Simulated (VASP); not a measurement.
Band structure of BAs (zinc blende). Level of theory: PW91 GGA, VASP's PBE PAW potentials (set 64) (plane waves; VASP).

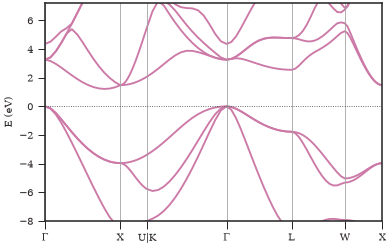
Fig. 1. Bands along high-symmetry lines, zero at the valence-band maximum or, without a gap, the Fermi level

**Question.** Read the plot: is there a gap, and where are the band edges?

**Answer.** The gap is indirect, 1.22 eV, from the valence maximum at Γ to the conduction minimum at Γ-X at 0.79. (Edges off the drawn lines would not show.)

Measured: gap 1.82 eV (computed value off by -0.60 eV), as given by Wikipedia, List of semiconductor materials.

The compound is BAs in the zinc blende structure. It was relaxed first.
